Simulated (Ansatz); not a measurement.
Geometry relaxation, with input and output: CH$_{3}$ClF$_{2}$Ti

- system: CH$_{3}$ClF$_{2}$Ti
- method: RKS BLYP-D4/def2-SVP (Ansatz 0.2.0)

The input holds or restrains some coordinates. It belongs to a series of runs on one base structure; here: pulled along the bonds that form and break, towards end A. Figures and captions count atoms from 1; the log counts them from 0 in places.

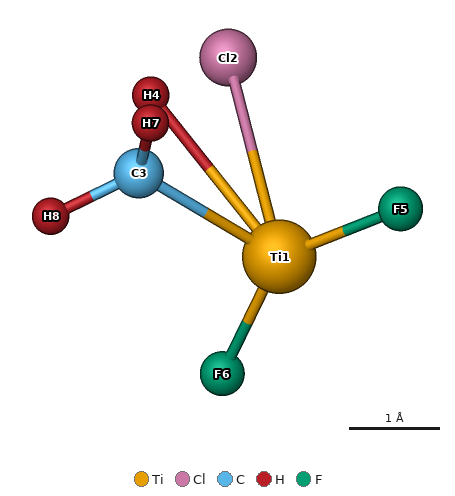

The input geometry (ball-and-stick view, seen at a tilt; atoms are numbered from 1 in the order of the input). Sticks mark near contacts. Bond lengths as drawn: Cl–Ti 2.88 Å, C–H 1.09 Å, C–Ti 2.00 Å, F–Ti 1.69 Å and H–Ti 2.32 Å.

Summary

| quantity | value |
| --- | --- |
| outcome | converged under the restraints of the input |
| total energy | −42151.1752 eV |
| mean-field energy | −42150.8176 eV |
| largest force (length of the vector) at the end, held atoms and coordinates included | 2.332 eV/Å |
| hardware | 2 threads of Intel Xeon (Sapphire Rapids), 16 GiB of memory available, shared host |
| wall time | 14 s (CPU time 27 s) |
| peak memory | 0.19 GiB |

Input
```yaml
crystal:
  periodic: [false, false, false]
  atoms:
    - { symbol: Ti, position_ang: [-0.4338, 0.6576, 0.85] }
    - { symbol: Cl, position_ang: [2.3121, -0.1953, 0.6702] }
    - { symbol: C, position_ang: [-0.3188, -0.4328, -0.8168] }
    - { symbol: H, position_ang: [1.0223, -0.5621, -0.4774] }
    - { symbol: F, position_ang: [-0.3599, 2.2717, 0.3558] }
    - { symbol: F, position_ang: [-1.0512, -0.3757, 2.0339] }
    - { symbol: H, position_ang: [-0.393, 0.0631, -1.7883] }
    - { symbol: H, position_ang: [-0.7776, -1.4264, -0.8274] }
basis:
  gaussian: { orbitals: def2-SVP }
hamiltonian:
  xc: blyp
  dispersion: d4
relax:
  f_tol: 0.15
  max_steps: 25
  restrain:
    - { distance: [3, 1], at: 2.63, k: 30.0 }
    - { distance: [0, 1], at: 2.62, k: 30.0 }
    - { distance: [3, 2], at: 1.07, k: 30.0 }
output:
  orbitals: {}
```

Launched with:
```bash
ansatz run input.yaml --threads 2 --pin off --max-ram 3072MiB --backend cpu --events-out ev --progress --plain --runs-dir out
```

Log
```
The last accepted step is kept in [file] (removed where the run ends without a failure and the disk answers)
Engine: ansatz 0.2.0, x86_64-unknown-linux-gnu
Functional definition: BLYP
  parameter beta = 0.0042
  parameter a = 0.04918
  parameter b = 0.132
  parameter c = 0.2533
  parameter d = 0.349
  exchange = b88_x(beta = beta)
  correlation = lyp_c(a = a, b = b, c = c, d = d)
1203 factors; their error is unknown
mean field evaluation 1: about -42132.0599 eV, gradient 8.5e1 eV
mean field evaluation 2: about -41584.2480 eV, gradient 4.1e2 eV
mean field evaluation 4: about -41962.2825 eV, gradient 2.7e2 eV
mean field evaluation 8: about -42148.4771 eV, gradient 2.3e-1 eV
mean field -42148.47739346 eV, -1548.9279749456 hartree, gradient 4.6e-6 eV, S^2 0.000000; 0 other end points of the search recorded, 0 dependent functions left out
the calculation of the forces begins
reference -42148.47783000 eV, -1548.9279909879 hartree; 33, 33 occupied and 73, 73 virtual orbitals, 1203 factors
relax step   1: F+E_penalty+E_count = -42148.86436143 eV  Δ(F+E_penalty+E_count) = +0.000e0 eV  max|allowed force component| = 3.718e0 eV/Å  E_restraint = 13.77578016 eV  max|allowed force component, restraints' pulls added| = 3.020e1 eV/Å  Δτ_max = 0.0000 Å  (50 SCF iters, accepted)
  distance H 3 - Cl 1 = 1.7650 Å
  distance Ti 0 - Cl 1 = 2.8809 Å
  distance H 3 - C 2 = 1.3894 Å
these checks for a lower state are left out or cut short: starts, cluster_reference, orbital_swaps, neighbouring_geometries, increment
1203 factors; their error is unknown
mean field evaluation 16: about -42149.3902 eV, gradient 1.9e-1 eV
mean field -42149.39060807 eV, -1548.9615349635 hartree, gradient 1.7e-5 eV, S^2 0.000000; 0 other end points of the search recorded, 0 dependent functions left out
the calculation of the forces begins
reference -42149.39105244 eV, -1548.9615512939 hartree; 33, 33 occupied and 73, 73 virtual orbitals, 1203 factors
relax step   2: F+E_penalty+E_count = -42149.75779565 eV  Δ(F+E_penalty+E_count) = -8.934e-1 eV  max|allowed force component| = 3.706e0 eV/Å  E_restraint = 5.18786321 eV  max|allowed force component, restraints' pulls added| = 1.684e1 eV/Å  Δτ_max = 0.1949 Å  (43 SCF iters, accepted)
  distance H 3 - Cl 1 = 2.0890 Å
  distance Ti 0 - Cl 1 = 2.8105 Å
  distance H 3 - C 2 = 1.1999 Å
these checks for a lower state are left out or cut short: starts, cluster_reference, orbital_swaps, neighbouring_geometries, increment
1203 factors; their error is unknown
mean field -42150.06562109 eV, -1548.9863412343 hartree, gradient 7.8e-6 eV, S^2 0.000000; 0 other end points of the search recorded, 0 dependent functions left out
the calculation of the forces begins
reference -42150.06607205 eV, -1548.9863578068 hartree; 33, 33 occupied and 73, 73 virtual orbitals, 1203 factors
relax step   3: F+E_penalty+E_count = -42150.42722558 eV  Δ(F+E_penalty+E_count) = -6.694e-1 eV  max|allowed force component| = 2.922e0 eV/Å  E_restraint = 0.64551734 eV  max|allowed force component, restraints' pulls added| = 4.520e0 eV/Å  Δτ_max = 0.1950 Å  (44 SCF iters, accepted)
  distance H 3 - Cl 1 = 2.4309 Å
  distance Ti 0 - Cl 1 = 2.6749 Å
  distance H 3 - C 2 = 1.0500 Å
these checks for a lower state are left out or cut short: starts, cluster_reference, orbital_swaps, neighbouring_geometries, increment
1203 factors; their error is unknown
mean field evaluation 32: about -42150.8012 eV, gradient 1.1e0 eV
mean field -42150.75627145 eV, -1549.0117221672 hartree, gradient 2.5e-5 eV, S^2 0.000000; 0 other end points of the search recorded, 0 dependent functions left out
the calculation of the forces begins
reference -42150.75672837 eV, -1549.0117389584 hartree; 33, 33 occupied and 73, 73 virtual orbitals, 1203 factors
relax step   4: F+E_penalty+E_count = -42151.11366536 eV  Δ(F+E_penalty+E_count) = -6.864e-1 eV  max|allowed force component| = 2.185e0 eV/Å  E_restraint = 0.12911771 eV  max|allowed force component, restraints' pulls added| = 9.273e-1 eV/Å  Δτ_max = 0.1994 Å  (38 SCF iters, accepted)
  distance H 3 - Cl 1 = 2.6781 Å
  distance Ti 0 - Cl 1 = 2.5479 Å
  distance H 3 - C 2 = 1.1030 Å
these checks for a lower state are left out or cut short: starts, cluster_reference, orbital_swaps, neighbouring_geometries, increment
1203 factors; their error is unknown
mean field -42150.79442587 eV, -1549.0131243161 hartree, gradient 1.0e-5 eV, S^2 0.000000; 0 other end points of the search recorded, 0 dependent functions left out
the calculation of the forces begins
reference -42150.79488313 eV, -1549.0131411201 hartree; 33, 33 occupied and 73, 73 virtual orbitals, 1203 factors
relax step   5: F+E_penalty+E_count = -42151.15287791 eV  Δ(F+E_penalty+E_count) = -3.921e-2 eV  max|allowed force component| = 2.328e0 eV/Å  E_restraint = 0.10507561 eV  max|allowed force component, restraints' pulls added| = 1.941e-1 eV/Å  Δτ_max = 0.0545 Å  (33 SCF iters, accepted)
  distance H 3 - Cl 1 = 2.6459 Å
  distance Ti 0 - Cl 1 = 2.5417 Å
  distance H 3 - C 2 = 1.0948 Å
these checks for a lower state are left out or cut short: starts, cluster_reference, orbital_swaps, neighbouring_geometries, increment
1203 factors; their error is unknown
mean field -42150.81273691 eV, -1549.0137972346 hartree, gradient 5.8e-6 eV, S^2 0.000000; 0 other end points of the search recorded, 0 dependent functions left out
the calculation of the forces begins
reference -42150.81319489 eV, -1549.0138140647 hartree; 33, 33 occupied and 73, 73 virtual orbitals, 1203 factors
relax step   6: F+E_penalty+E_count = -42151.17050211 eV  Δ(F+E_penalty+E_count) = -1.762e-2 eV  max|allowed force component| = 2.356e0 eV/Å  E_restraint = 0.11207792 eV  max|allowed force component, restraints' pulls added| = 1.697e-1 eV/Å  Δτ_max = 0.0453 Å  (33 SCF iters, accepted)
  distance H 3 - Cl 1 = 2.6448 Å
  distance Ti 0 - Cl 1 = 2.5388 Å
  distance H 3 - C 2 = 1.0958 Å
these checks for a lower state are left out or cut short: starts, cluster_reference, orbital_swaps, neighbouring_geometries, increment
1203 factors; their error is unknown
mean field -42150.81709604 eV, -1549.0139574293 hartree, gradient 8.1e-6 eV, S^2 0.000000; 0 other end points of the search recorded, 0 dependent functions left out
the calculation of the forces begins
reference -42150.81755331 eV, -1549.0139742339 hartree; 33, 33 occupied and 73, 73 virtual orbitals, 1203 factors
relax step   7: F+E_penalty+E_count = -42151.17474305 eV  Δ(F+E_penalty+E_count) = -4.241e-3 eV  max|allowed force component| = 2.275e0 eV/Å  E_restraint = 0.11451476 eV  max|allowed force component, restraints' pulls added| = 1.294e-1 eV/Å  Δτ_max = 0.0412 Å  (33 SCF iters, accepted)
  distance H 3 - Cl 1 = 2.6435 Å
  distance Ti 0 - Cl 1 = 2.5379 Å
  distance H 3 - C 2 = 1.0965 Å
1203 factors; their error is unknown
mean field evaluation 64: about -42139.7300 eV, gradient 7.1e1 eV
```

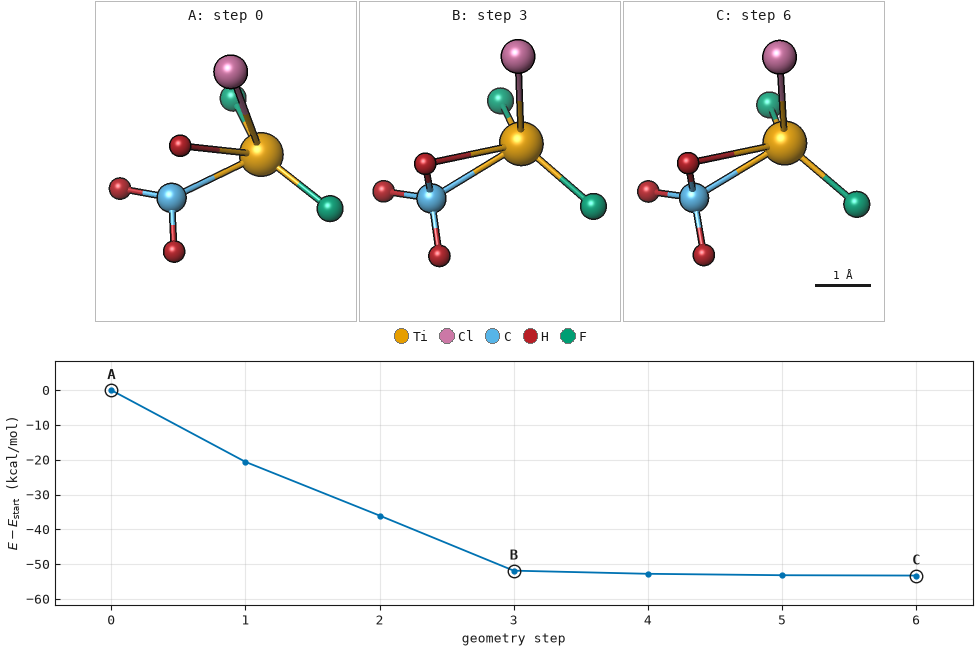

Frames of the restrained relaxation (ball-and-stick view, seen at a tilt) above the curves, on which the letters mark them (the first geometry is step 0 here and step 1 in the log).

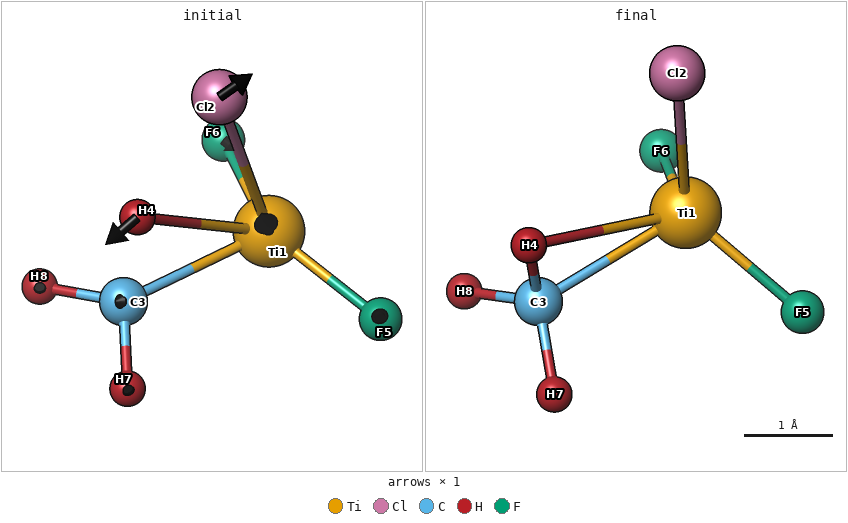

Before (left) and after (right) the restrained relaxation, at one scale (ball-and-stick view, seen at a tilt). The black arrows give the displacements, at true length. The energy falls by 53.3 kcal/mol in 6 geometry steps. The largest force component goes from 3.7 to 2.3 eV/Å. H4 moves most after the best rigid fit: 0.49 Å. By element the largest moves are H 0.49 Å, Cl 0.48 Å, Ti 0.40 Å, F 0.20 Å, C 0.15 Å. Among the contacts that change: Ti1–Cl2 2.881 → 2.538 Å, C3–H4 1.389 → 1.097 Å, Ti1–F5 1.690 → 1.747 Å, Ti1–C3 1.995 → 2.032 Å. Among the angles that change: F5–Ti1–F6 143.7° → 111.8°, Cl2–Ti1–H4 37.8° → 65.8°, Cl2–Ti1–C3 74.4° → 94.1°. (Atoms are counted from 1 in the order of the input.)

```
mean field -42150.81709604 eV, -1549.0139574294 hartree, gradient 8.3e-6 eV, S^2 0.000000; 1 other end points of the search recorded, 0 dependent functions left out
the calculation of the forces begins
reference -42150.81755331 eV, -1549.0139742339 hartree; 33, 33 occupied and 73, 73 virtual orbitals, 1203 factors
Total energy: -42151.17520032 eV, -1549.0271175191 hartree
Atom 0 at    -0.047442     0.534657     0.822472 Å, force     2.274719    -0.485651     0.173730 eV/Å
Atom 1 at     2.428268     0.030126     1.061218 Å, force    -2.090683     0.628213     0.117227 eV/Å
Atom 2 at    -0.242276    -0.512397    -0.908198 Å, force    -0.686478     0.170581    -0.001843 eV/Å
Atom 3 at     0.823090    -0.770424    -0.880626 Å, force     0.421760    -0.304541    -0.315136 eV/Å
Atom 4 at    -0.473125     2.197675     0.498784 Å, force     0.040743    -0.007146     0.014387 eV/Å
Atom 5 at    -1.103372    -0.184399     2.013607 Å, force     0.037742    -0.002869     0.012773 eV/Å
Atom 6 at    -0.497002     0.111633    -1.785623 Å, force     0.002934     0.005526    -0.004175 eV/Å
Atom 7 at    -0.888041    -1.406771    -0.821633 Å, force    -0.000738    -0.004114     0.003037 eV/Å
Dipole moment:    -0.363397    -0.057036    -0.241236 e Å
```

Trajectory as extended XYZ (Å, eV, eV/Å), 7 frames, from step=1 to step=7
```
8
Properties=species:S:1:pos:R:3:forces:R:3 step=1 energy=-42148.86436
Ti   -0.4338    0.6576    0.8500    3.7181  -2.7296  -2.8353
Cl    2.3121   -0.1953    0.6702   -0.6234   0.5479   0.5844
C    -0.3188   -0.4328   -0.8168    0.7373   0.3034   0.8133
H     1.0223   -0.5621   -0.4774   -1.9867   0.3485  -0.2396
F    -0.3599    2.2717    0.3558   -0.3899   2.8432  -0.3275
F    -1.0512   -0.3757    2.0339   -1.4637  -1.1939   2.2528
H    -0.3930    0.0631   -1.7883    0.0965   0.3259  -0.3799
H    -0.7776   -1.4264   -0.8274   -0.0882  -0.4454   0.1318
8
Properties=species:S:1:pos:R:3:forces:R:3 step=2 energy=-42149.75780
Ti   -0.3409    0.6244    0.8362    3.7060  -1.6087  -1.0328
Cl    2.3650   -0.1342    0.7909   -1.3335   0.7738   0.6410
C    -0.3017   -0.4369   -0.8163    0.6764  -0.4496  -0.4225
H     0.8666   -0.5915   -0.5910   -1.4092   0.2093  -0.2209
F    -0.3624    2.2805    0.3546   -0.4898   1.1784   0.0888
F    -1.0571   -0.3792    2.0407   -0.8685  -0.1886   0.9720
H    -0.3919    0.0659   -1.7897   -0.0929   0.2726  -0.1640
H    -0.7776   -1.4288   -0.8254   -0.1885  -0.1872   0.1383
8
Properties=species:S:1:pos:R:3:forces:R:3 step=3 energy=-42150.42723
Ti   -0.1954    0.5880    0.8396    2.9219  -0.7230   0.0720
Cl    2.4006   -0.0485    0.9425   -2.0440   0.8018   0.3799
C    -0.2978   -0.4547   -0.8433   -2.0761   0.0447  -0.7389
H     0.7291   -0.6369   -0.7216    2.4182  -0.5108   0.1846
F    -0.3743    2.2767    0.3656   -0.2881  -0.2689   0.3926
F    -1.0648   -0.3644    2.0403   -0.1012   0.5302  -0.1042
H    -0.4050    0.0724   -1.7970   -0.3669   0.3183  -0.2595
H    -0.7923   -1.4325   -0.8261   -0.4638  -0.1922   0.0736
8
Properties=species:S:1:pos:R:3:forces:R:3 step=4 energy=-42151.11366
Ti   -0.0753    0.5459    0.8282    2.1851  -0.3234   0.4152
Cl    2.4106    0.0626    1.1077   -2.1672   0.5884   0.0219
C    -0.2770   -0.4894   -0.8877   -0.6207  -0.1692  -0.5624
H     0.7947   -0.7496   -0.8674    0.3323  -0.2168  -0.2050
F    -0.3908    2.2374    0.4183   -0.0490  -0.5598   0.3141
F    -1.0662   -0.2991    2.0258    0.2351   0.4935  -0.3540
H    -0.5026    0.1117   -1.8036   -0.0163  -0.1417   0.3481
H    -0.8932   -1.4195   -0.8213    0.1007   0.3291   0.0222
8
Properties=species:S:1:pos:R:3:forces:R:3 step=5 energy=-42151.15288
Ti   -0.0649    0.5328    0.8125    2.3282  -0.3921   0.3724
Cl    2.4145    0.0492    1.0931   -2.1151   0.5822   0.0303
C    -0.2716   -0.5018   -0.9046   -0.7427   0.0917  -0.1549
H     0.7969   -0.7341   -0.8488    0.5993  -0.3405  -0.2999
F    -0.4140    2.2134    0.4569   -0.0535  -0.1625   0.1319
F    -1.0708   -0.2452    2.0195    0.0444   0.1941  -0.0970
H    -0.5041    0.1046   -1.8000   -0.0338   0.0103   0.0131
H    -0.8858   -1.4188   -0.8288   -0.0268   0.0169   0.0041
8
Properties=species:S:1:pos:R:3:forces:R:3 step=6 energy=-42151.17050
Ti   -0.0681    0.5301    0.8063    2.3557  -0.3538   0.4319
Cl    2.4090    0.0455    1.0797   -2.1096   0.5924   0.0524
C    -0.2541   -0.5144   -0.9161   -0.7423   0.1626  -0.0440
H     0.8133   -0.7580   -0.8705    0.4963  -0.3174  -0.3076
F    -0.4357    2.2148    0.4967   -0.0174  -0.1589   0.0363
F    -1.0795   -0.2053    2.0332    0.0504   0.0952  -0.1223
H    -0.4987    0.1054   -1.7988   -0.0158  -0.0099  -0.0239
H    -0.8861   -1.4180   -0.8303   -0.0173  -0.0103  -0.0229
8
Properties=species:S:1:pos:R:3:forces:R:3 step=7 energy=-42151.17474
Ti   -0.0474    0.5347    0.8225    2.2747  -0.4857   0.1737
Cl    2.4283    0.0301    1.0612   -2.0907   0.6282   0.1172
C    -0.2423   -0.5124   -0.9082   -0.6865   0.1706  -0.0018
H     0.8231   -0.7704   -0.8806    0.4218  -0.3045  -0.3151
F    -0.4731    2.1977    0.4988    0.0407  -0.0071   0.0144
F    -1.1034   -0.1844    2.0136    0.0377  -0.0029   0.0128
H    -0.4970    0.1116   -1.7856    0.0029   0.0055  -0.0042
H    -0.8880   -1.4068   -0.8216   -0.0007  -0.0041   0.0030
```

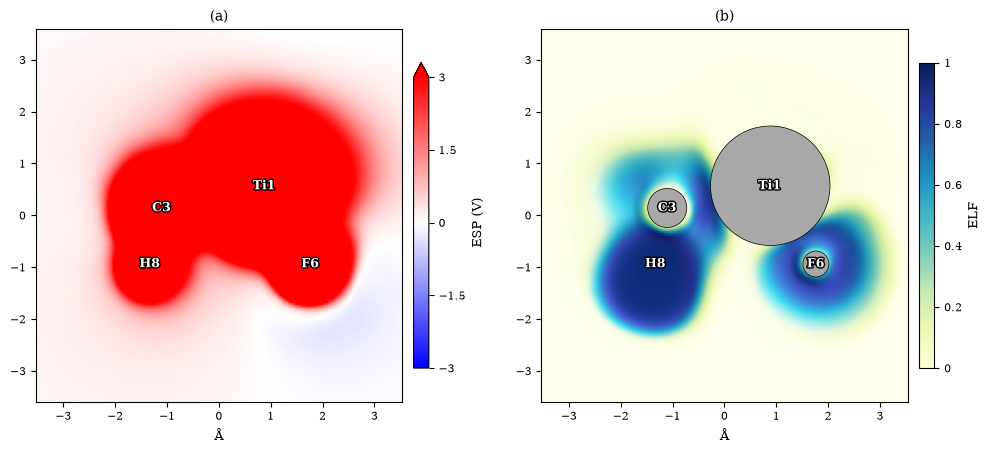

(a) electrostatic potential; (b) electron localisation function on the plane of atoms C3, Ti1 and F6. Grey discs, where drawn, cover atomic cores. The section cuts through Ti, C, F and H sites. Ti–F (1.75 Å): the ELF peaks at about 0.85 in the valence shell of F, 0.5 Å from its nucleus, and drops to about 0.20 between the two atoms. C–Ti (2.03 Å): the ELF peaks at about 0.90 in the valence shell of C, 0.7 Å from its nucleus, and is about 0.60 at the midpoint.

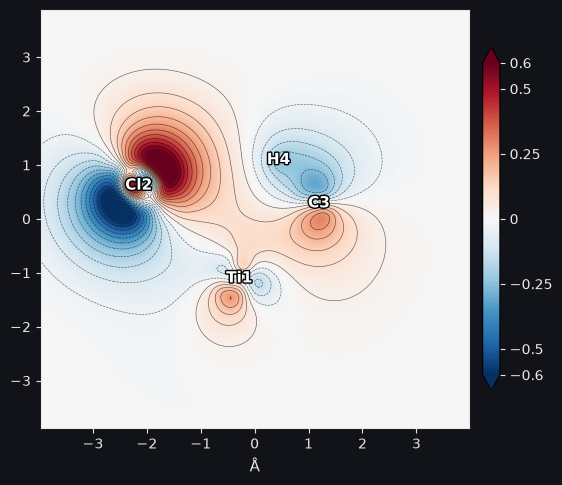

One frontier orbital on the plane of atoms Ti1, H4 and C3 (values in Å⁻³ᐟ²; the overall sign is arbitrary). The HOMO, at −6.78 eV.

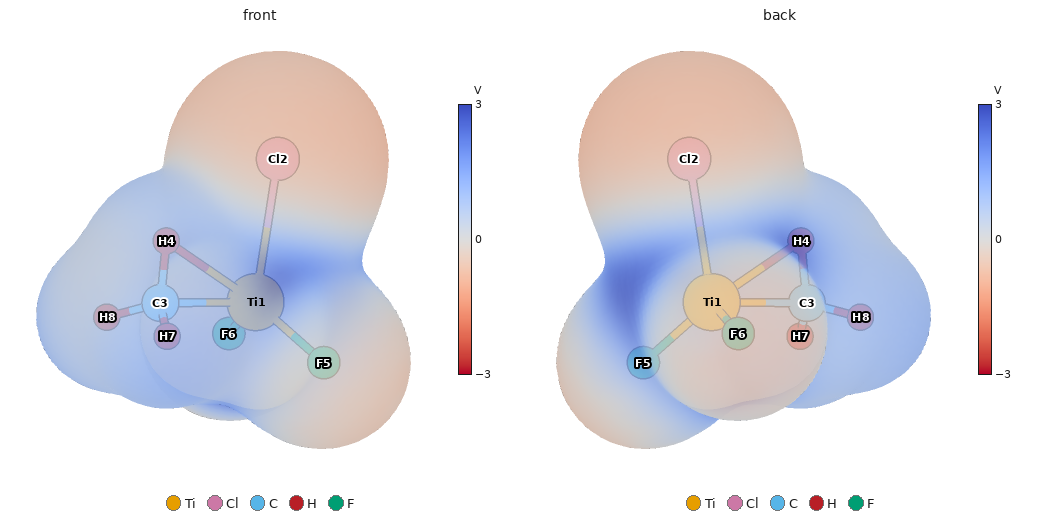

The electrostatic potential painted on the density surface at 0.002 e/bohr³, seen at a tilt and from behind; red is negative and blue positive.
